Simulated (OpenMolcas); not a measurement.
# SiN2H5OF (SMILES N[Si](N)(O)F) at 6 levels

Aim: a comparison of 6 runs (HF/cc-pVDZ, B3LYP/6-31G*, B2PLYP/cc-pVDZ, M06-2X/cc-pVDZ, r2SCAN/cc-pVDZ) of SiN2H5OF. 

The calculation is run with OpenMolcas 26.06.

1 further run of the same task is left out (set aside as unsound or not needed).

### Step 1. The system as given

The species is SiN2H5OF (10 atoms), meant as a singlet with charge 0. As SMILES, `N[Si](N)(O)F`. The coordinates come from a PBE0-D4/def2-TZVP relaxation. This is one conformer, not always the lowest.

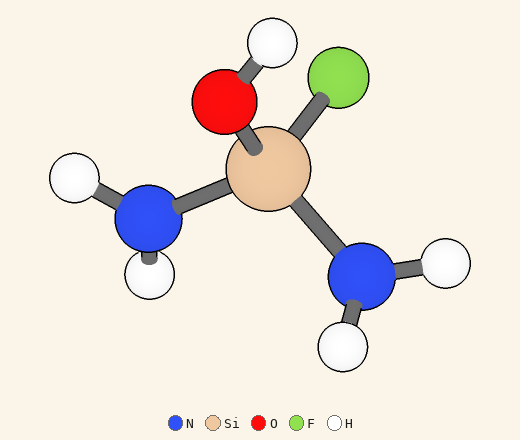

Viewed from a chosen angle; nitrogen blue, silicon light orange, oxygen red, fluorine green, hydrogen white.

### Step 2. Energy and gradient at HF/cc-pVDZ (run 1)

Contents of mol.inp:

```
&GATEWAY
BasLib=$CurrDir
Coord
10
angstrom
N       -0.415800       1.495400      -0.024800
Si       0.063400      -0.096400      -0.298300
N       -0.488700      -1.065100       0.977800
O        1.671000       0.022600      -0.585100
F       -0.553900      -0.827100      -1.586600
H       -1.328300       1.723100       0.327300
H        0.046600       2.272000      -0.464100
H       -0.741200      -2.027100       0.831100
H       -0.238900      -0.873700       1.932500
H        2.068800      -0.674900      -1.106900
Basis=cc-pVDZ
Group=NoSym
&SEWARD
&SCF
Thresholds=1e-10 1e-07 1e-07 1e-05
PrOrbitals=0
&ALASKA
```

The basis set cc-pVDZ is read from a file made from the Basis Set Exchange's data (not shown).

Run with:

```
$ export MOLCAS_MEM=1860
$ pymolcas mol.inp > mol.log
```

What it wrote:

```text
--- Start Module: gateway ---
[...]
--- Stop Module: gateway /rc=_RC_ALL_IS_WELL_ ---
[...]
      Basis functions           99
[...]
--- Start Module: scf ---
[...]
       Convergence after  14 Iterations
[...]
::    Total SCF energy                               -575.2350685962
[...]
      Total spin, S                                     0.0000000000
[...]
      Total electronic charge=   50.000000
      Total            charge=   -0.000000
[...]
      Dipole Moment (debye):
      Origin of the operator (angstrom)=    0.0533   -0.1208   -0.3434
                   X=  2.3973E-02               Y= -3.0585E-01               Z=  1.2561E+00           Total=  1.2931E+00
      Quadrupole Moment (debye*angstrom):
[...]
--- Stop Module: scf /rc=_RC_ALL_IS_WELL_ ---
[...]
--- Start Module: alaska ---
[...]
 *              Molecular gradients               *
 **************************************************
  Irreducible representation: a
 ------------------------------------------------------------------------------------------
                              X                       Y                       Z
 ------------------------------------------------------------------------------------------
  N1                4.44408048342293E-03   -1.27696587091304E-02   -1.18521627187107E-03
  SI2               9.10992757111803E-04   -9.38745679259639E-03   -1.64334614550257E-02
  N3                3.61592242866760E-03    9.17103914566653E-03   -9.52682474743227E-03
  O4               -1.99461144650321E-02    1.17496612555019E-02    1.18219904697561E-02
  F5                8.16855999511468E-03    1.04008049036359E-02    1.91502059237116E-02
  H6               -4.10683829265945E-03    3.97574024180170E-04    2.37649159534836E-03
  H7                2.99458352827875E-03    3.53148134009640E-03   -1.81464193851300E-03
  H8               -1.82116467611970E-03   -4.14657924192774E-03   -1.31844568132583E-03
[...]
--- Stop Module: alaska /rc=_RC_ALL_IS_WELL_ ---
[...]
```

Wall time 19 s (1 thread of AMD EPYC 7R43 (Zen 3), shared host); peak memory 0.55 GiB.

### Step 3. Energy and gradient at B3LYP/6-31G(d) (spherical functions) (run 2)

Contents of mol.input:

```
* FH5N2OSi Kohn-Sham DFT
>>> EXPORT MOLCAS_PRINT=2

&GATEWAY
 BASLIB
 $CurrDir
 COORD
 10
 angstrom
 N       -0.415800       1.495400      -0.024800
 Si       0.063400      -0.096400      -0.298300
 N       -0.488700      -1.065100       0.977800
 O        1.671000       0.022600      -0.585100
 F       -0.553900      -0.827100      -1.586600
 H       -1.328300       1.723100       0.327300
 H        0.046600       2.272000      -0.464100
 H       -0.741200      -2.027100       0.831100
 H       -0.238900      -0.873700       1.932500
 H        2.068800      -0.674900      -1.106900
 BASIS
 6-31Gs
 GROUP
 NoSym

&SEWARD
 GRIDINPUT
 Grid=UltraFine
 End of Grid

&SCF
 KSDFT
 B3LYP
 THRESHOLDS
 1e-10 1e-07 1e-07 1e-05
 PRORBITALS
 1 1

&ALASKA
```

The basis set 6-31G* is read from a file made from the Basis Set Exchange's data (not shown).

Run with:

```
$ export MOLCAS_MEM=1860
$ pymolcas mol.input > mol.log
```

What it wrote:

```text
--- Start Module: gateway ---
[...]
--- Stop Module: gateway /rc=_RC_ALL_IS_WELL_ ---
[...]
      Basis functions           84
[...]
--- Start Module: scf ---
[...]
       Convergence after  14 Iterations
[...]
::    Total KS-DFT energy                            -577.2312695930
[...]
      Total spin, S                                     0.0000000000
[...]
      Total electronic charge=   50.000000
      Total            charge=   -0.000000
[...]
      Dipole Moment (debye):
      Origin of the operator (angstrom)=    0.0533   -0.1208   -0.3434
                   X= -2.9142E-02               Y= -4.0753E-01               Z=  1.0096E+00           Total=  1.0891E+00
      Quadrupole Moment (debye*angstrom):
[...]
--- Stop Module: scf /rc=_RC_ALL_IS_WELL_ ---
[...]
--- Start Module: alaska ---
[...]
 *              Molecular gradients               *
 **************************************************
  Irreducible representation: a
 ------------------------------------------------------------------------------------------
                              X                       Y                       Z
 ------------------------------------------------------------------------------------------
  N1                4.32203416442789E-04   -4.41565042545200E-03   -2.72804789305159E-03
  SI2               2.21666047684727E-03   -5.60344577994809E-04   -1.39413674147315E-03
  N3                3.95456897597946E-03    1.69679540180123E-03   -4.15618139404117E-03
  O4               -1.05751269262520E-02   -7.95808471214698E-03   -2.47649363249847E-03
  F5                4.70641185649256E-03    5.76739144832494E-03    1.00242494393541E-02
  H6                4.57153620324835E-03   -1.15319483925802E-03   -1.77636865939523E-03
  H7               -2.21817879849739E-03   -3.72317628363827E-03    2.19385424088414E-03
  H8                1.19452592054703E-03    4.81509527395652E-03    5.15072058696664E-04
[...]
--- Stop Module: alaska /rc=_RC_ALL_IS_WELL_ ---
[...]
```

It took 42 s on 1 thread of AMD EPYC 7R43 (Zen 3), shared host; peak memory 0.46 GiB.

Runs 3 to 5 aren't shown in full; the table further down has their settings and results.

### Step 4. Energy and forces at r2SCAN/cc-pVDZ (run 6)

Contents of struct.xyz:

```xyz
10

N     -0.415800     1.495400    -0.024800
Si     0.063400    -0.096400    -0.298300
N     -0.488700    -1.065100     0.977800
O      1.671000     0.022600    -0.585100
F     -0.553900    -0.827100    -1.586600
H     -1.328300     1.723100     0.327300
H      0.046600     2.272000    -0.464100
H     -0.741200    -2.027100     0.831100
H     -0.238900    -0.873700     1.932500
H      2.068800    -0.674900    -1.106900
```

Contents of job.input:

```
>>> EXPORT MOLCAS_PRINT=2
&GATEWAY
BASLIB=$CurrDir
COORD=struct.xyz
BASIS=cc-pVDZ
GROUP=NoSym
&SEWARD
GRIDINPUT
Grid=UltraFine
End of Grid
&SCF
KSDFT=2
1.0 MGGA_X_R2SCAN
1.0 MGGA_C_R2SCAN
THRESHOLDS=1e-10 1e-07 1e-07 1e-05
PRORBITALS=0
&ALASKA
```

The basis set cc-pVDZ is read from a file made from the Basis Set Exchange's data (not shown).

Run with:

```
$ export MOLCAS_MEM=1860
$ pymolcas job.input > job.log
```

What it wrote:

```text
--- Start Module: gateway ---
[...]
--- Stop Module: gateway /rc=_RC_ALL_IS_WELL_ ---
[...]
      Basis functions           99
[...]
--- Start Module: scf ---
[...]
       Convergence after  14 Iterations
[...]
::    Total KS-DFT energy                            -577.0843426286
[...]
      Total spin, S                                     0.0000000000
[...]
      Total electronic charge=   50.000000
      Total            charge=   -0.000000
[...]
      Dipole Moment (debye):
      Origin of the operator (angstrom)=    0.0533   -0.1208   -0.3434
                   X=  1.3129E-02               Y= -2.4364E-01               Z=  1.1660E+00           Total=  1.1912E+00
      Quadrupole Moment (debye*angstrom):
[...]
--- Stop Module: scf /rc=_RC_ALL_IS_WELL_ ---
[...]
--- Start Module: alaska ---
[...]
 *              Molecular gradients               *
 **************************************************
  Irreducible representation: a
 ------------------------------------------------------------------------------------------
                              X                       Y                       Z
 ------------------------------------------------------------------------------------------
  N1               -8.86040170798630E-04   -4.84875869709178E-03   -4.37914437399911E-03
  SI2               1.94978835090820E-03   -7.81475001416687E-03   -1.86439485904493E-02
  N3                6.72280436127881E-03    8.47014081713837E-04   -4.09649492354980E-03
  O4               -2.20927903364263E-02   -9.11744631800104E-03    1.24453006691727E-04
  F5                1.35905854354359E-02    1.61107142991472E-02    2.77431027747639E-02
  H6                6.90985985936265E-03   -1.94920873903737E-03   -2.08349209434378E-03
  H7               -2.89853888804981E-03   -5.90407791361258E-03    3.70668328866097E-03
  H8                1.15851643474585E-03    7.54454052375397E-03    7.92213106968920E-04
[...]
--- Stop Module: alaska /rc=_RC_ALL_IS_WELL_ ---
[...]
```

Wall time 83 s (1 thread of AMD EPYC 7R43 (Zen 3), shared host); peak memory 0.55 GiB.

### Step 5. The series

```csv
run,level,integration grid,Cartesian functions,energy (Eh),dipole moment (D),HOMO energy (eV),LUMO energy (eV),wall time
1,HF/cc-pVDZ,–,no,-575.235069,1.29,-11.24,4.65,19 s
2,B3LYP/6-31G* (spherical functions),UltraFine,no,-577.231270,1.09,-6.96,1.44,42 s
3,B3LYP/6-31G* (Cartesian functions),UltraFine,yes,-577.238330,1.09,-6.97,1.38,49 s
4,B2PLYP/cc-pVDZ,UltraFine,no,-576.873400,1.24,-8.75,2.55,42 s
5,M06-2X/cc-pVDZ,UltraFine,no,-577.125601,1.21,-8.79,2.28,65 s
6,r2SCAN/cc-pVDZ,UltraFine,no,-577.084343,1.19,-6.08,1.34,83 s
```

### Step 6. Outcome

| quantity | value |
| --- | --- |
| run 6: total energy | -577.08434 Eh |
| run 6: dipole moment | 1.19 D |
| run 6: HOMO energy | -6.08 eV |
| run 6: LUMO energy | 1.34 eV |
| run 6: HOMO–LUMO gap | 7.42 eV |
| run 6: largest force on an atom | 1.792 eV/Å |

The dipole moment (its size) runs from 1.09 D (B3LYP/6-31G*) to 1.29 D (HF/cc-pVDZ). The two ends differ in method and basis. The HOMO–LUMO gap runs from 7.42 eV (r2SCAN/cc-pVDZ) to 15.90 eV (HF/cc-pVDZ). Exact exchange widens orbital gaps. For B2PLYP the log adds the whole second-order term; the table takes 0.27 of it, as the functional is defined. Totals of different functionals can't be ranked against each other. All runs together took 5 min, the longest 83 s.
